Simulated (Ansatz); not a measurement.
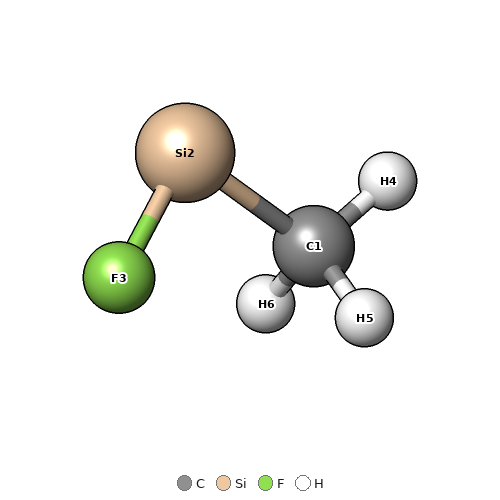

The system is CH3FSi, SMILES C[Si]F; the picture shows the grid point nearest to the relaxed geometry. Two internal coordinates are moved rigidly from the geometry relaxed at PBE0-D4/def2-TZVP, all others fixed. First axis: bond C1–H5. Second axis: torsion H4–C1–Si2–F3. The scan uses a 7 × 6 grid. Points are written as (first, second). All energies are given in kJ/mol relative to the lowest grid point. These are results of Ansatz 0.2.0, RHF-CCSD(T), frozen core/def2-TZVPP, not measurements.

Its coordinates:

```yaml
atoms:
  - { symbol: C, position_ang: [-0.3330, 0.3878, -0.1760] }
  - { symbol: Si, position_ang: [0.4670, -0.5782, 1.2326] }
  - { symbol: F, position_ang: [1.6179, -1.3308, 0.3757] }
  - { symbol: H, position_ang: [-1.0170, 1.1619, 0.1790] }
  - { symbol: H, position_ang: [0.4493, 0.8590, -0.7928] }
  - { symbol: H, position_ang: [-0.8816, -0.2984, -0.8328] }
```

Range: bond C1–H5 from 0.966 to 1.536 Å; torsion H4–C1–Si2–F3 from −167 to −67°.

Predict the map.

The lowest grid point is at (1.102 Å, −167°). It lies at the edge of the scanned range, so the true minimum may lie outside. The energy also falls towards the edge at (1.102 Å, −67°) (0.8 kJ/mol above the lowest), where a further well may lie outside the range. The highest grid point, (1.536 Å, −127°), lies 148 kJ/mol above the lowest.

| torsion H4–C1–Si2–F3 ↓, bond C1–H5 → | 0.966 | 1.021 | 1.102 | 1.197 | 1.302 | 1.416 | 1.536 |
| --- | --- | --- | --- | --- | --- | --- | --- |
| −67 | 35 | 11 | 1 | 14 | 46 | 91 | 143 |
| −87 | 36 | 12 | 2 | 16 | 48 | 94 | 146 |
| −107 | 37 | 13 | 3 | 17 | 50 | 96 | 148 |
| −127 | 36 | 13 | 3 | 17 | 50 | 96 | 148 |
| −147 | 35 | 11 | 2 | 15 | 48 | 94 | 146 |
| −167 | 34 | 10 | 0 | 13 | 46 | 91 | 143 |

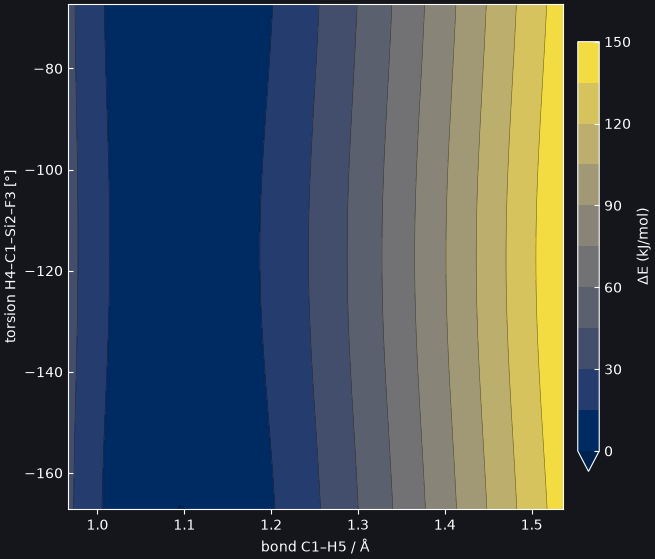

Drawn: filled contours. Between grid points the surface is interpolated.
